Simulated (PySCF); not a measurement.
# O2S, SMILES `O=S=O`: electronic structure

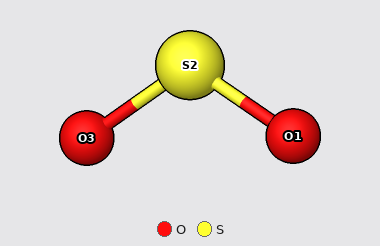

The molecule, with its atoms numbered as below. No frequency check shows the geometry to be a minimum.

Coordinates in Å:

```
O1       1.2186   -0.3781    0.0000
S2       0.0000    0.3781    0.0000
O3      -1.2186   -0.3781    0.0000
```

Part 1: Bonding charge

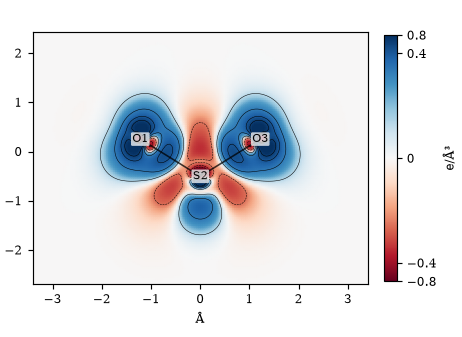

Deformation density (molecule less spherical, spin-averaged free atoms) in the molecular plane; colour scale in e/Å³, logarithmic beyond ±0.1; blue: gain, red: loss.

Computed with PySCF, ωB97X/def2-SVPD, geometry: GFN2-xTB.

> How much density has each bond in this plane gained at its critical point, relative to the free atoms?

O1–S2 and S2–O3: +0.11 e/Å³ at the bond critical point (bond length 1.43 Å); up to 0.6 Å beside the axis the gain reaches +0.48 e/Å³. In all, 0.9 electrons gather in the regions of gain relative to the promolecule. A small or negative value marks a very polar bond, one between electron-rich atoms, whose free-atom densities already overlap strongly, a long bond to a heavier atom, or a closed-shell contact such as a hydrogen bond.

> Where do the Hirshfeld charges lie?

The highest Hirshfeld charge is on S2 (+0.49 e), the lowest on O1 and O3 (−0.24 e).

```
atom  charge (e)
  O1       −0.24
  S2       +0.49
  O3       −0.24
```

Part 2: Bond critical points

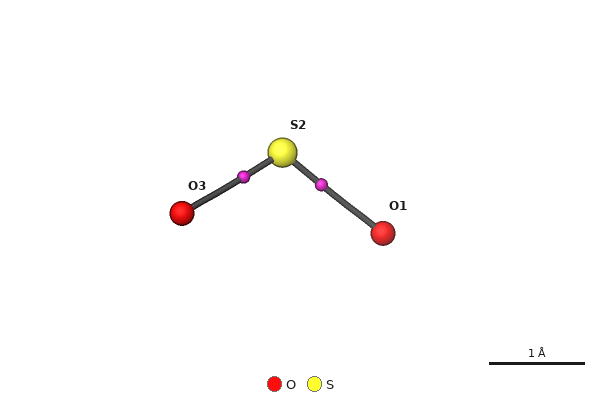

Molecular graph of the electron density (QTAIM): bond paths, bond critical points (magenta), ring points (cyan, if any); weak paths are dashed.

> How many critical points of each kind are there, and does the count close?

3 nuclei, 2 bond, 0 ring and 0 cage critical points: 3 − 2 + 0 − 0 = 1, as the Poincaré–Hopf relation requires.

> What does the calculation give at each kind of bond critical point?

```json
{"bond": "O1–S2 (2 alike)", "length (Å)": "1.434", "ρ (a.u.)": "0.283", "∇²ρ (a.u.)": "+1.77", "ε": "0.12", "H (a.u.)": "−0.270"}
```

> What kind of interaction is O1–S2?

Polar or intermediate (positive Laplacian, negative energy density H): ρ = 0.283, ∇²ρ = +1.77, H = −0.270 a.u.

Part 3: Local ionisation energy

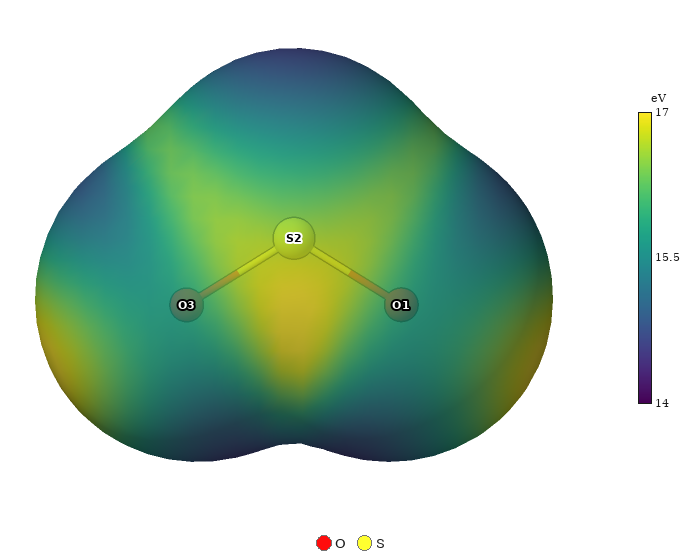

Average local ionisation energy on the surface of electron density 0.001 a.u.

> Locate the minima of the map.

The lowest value is 14.6 eV, 1.8 Å from O1, and at like points elsewhere. Further minima include 14.6 eV, 2.2 Å from S2; 14.9 eV, 1.8 Å from O3, and at like points elsewhere. For comparison, the highest occupied orbital lies at −12.2 eV.

Part 4: Localised orbitals

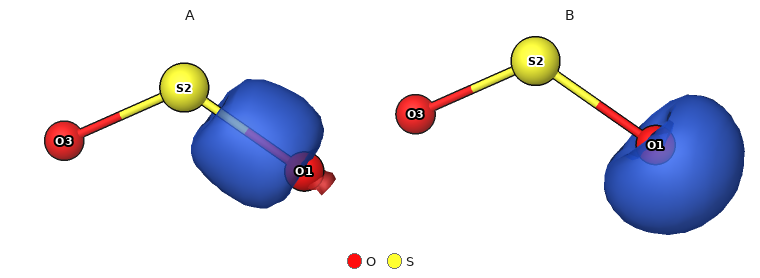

Intrinsic bond orbitals (IBO), occupied; each surface holds about 70 % of the orbital's density. Energies are diagonal elements of the Fock matrix.

Method: BLYP/def2-SVP; geometry: GFN2-xTB; program: PySCF.

> Identify each orbital.

By panel:
- A: σ bond O1–S2 (O1 66 %, S2 34 %; −22.4 eV)
- B: lone pair on O1 (sp0.5-type) (O1 100 %; −15.2 eV)

Part 5: The π system

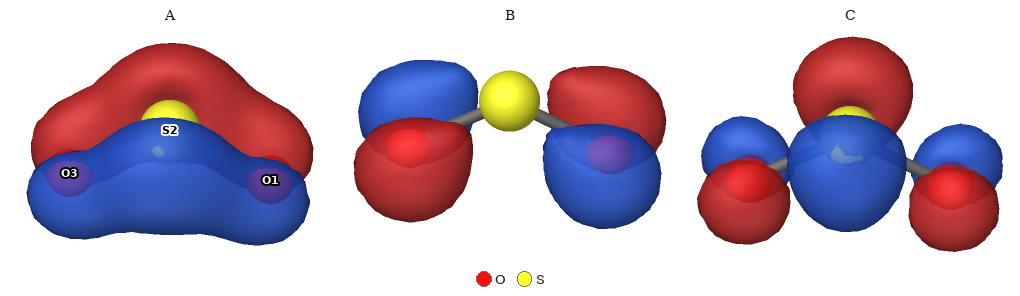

Natural orbitals of the π active space, CASSCF(4,3), singlet state, in order of falling occupation.

Method: 6-31+G* basis; geometry: GFN2-xTB; program: PySCF.

> What are the natural occupation numbers?

A 1.99, B 1.93, C 0.09.

> How multiconfigurational is the state?

The leading determinant weighs 0.96; the effective number of unpaired electrons, Σ n²(2−n)², is 0.05; the most occupied of the weakly occupied orbitals holds 0.09 e, as in an ordinary closed-shell π system. The active space lowers the energy by 0.90 eV against Hartree–Fock.

> Where does the lowest triplet lie relative to the singlet, at this geometry and within this active space?

5.15 eV above it by strongly contracted NEVPT2 (+3.61 eV by CASSCF); a small basis tends to put such gaps a few tenths of an eV too high. This is a vertical energy for π states alone; a state that uses lone pairs or σ orbitals may lie lower.

Part 6: Stretching a bond

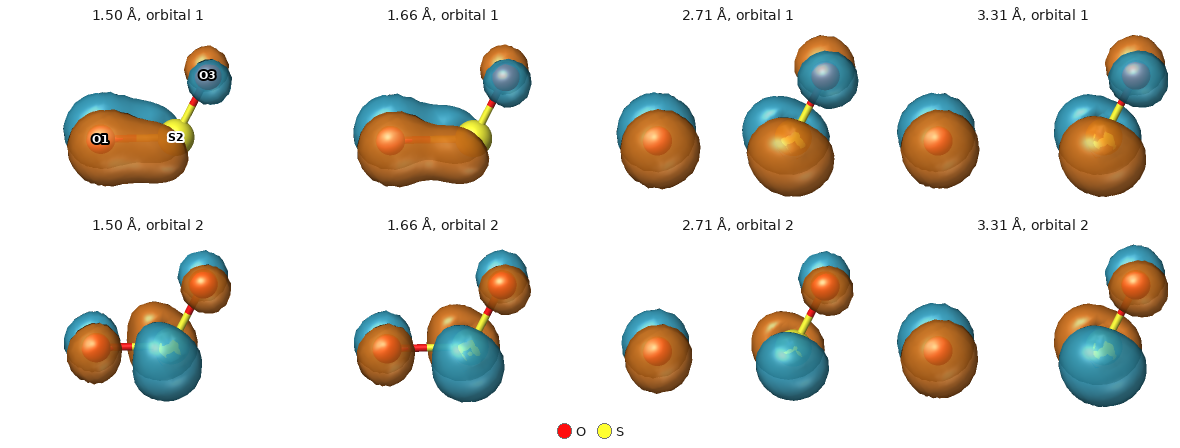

Rigid stretch of the O1–S2 bond. The two CASSCF(4,4) natural orbitals nearest half filling (orbital 1 the more occupied).

PySCF calculation, cc-pVDZ basis, gas phase; geometry: GFN2-xTB.

> How do the occupations change along the stretch?

1.50 Å: 1.92 and 0.08; 1.66 Å: 1.86 and 0.14; 2.71 Å: 1.11 and 0.89; 3.31 Å: 1.03 and 0.97. At the longest distance computed (4.21 Å) they are 1.00 and 1.00, and the effective number of unpaired electrons is 4.0.

UHF's ⟨S²⟩ passes 1 along the scan (up to 2.04), so it also polarises electrons outside the stretched bond; its energy lowering isn't due to that bond alone.

UHF already breaks spin symmetry near equilibrium here (⟨S²⟩ = 0.47 at 1.50 Å), for reasons apart from this bond.

> How much energy does the stretch cost?

By CASSCF, 3.5 eV from the lowest point of the scan (1.50 Å) to 4.21 Å; RHF gives 14.9 eV from its own lowest point. The fragments aren't relaxed and dynamic correlation is missing, so this isn't a bond dissociation energy.

The PySCF runs shown took 6.5 s, 3.8 s, 8.1 s and 71 s on 1 thread of Arm Neoverse N1, with other jobs on the host.
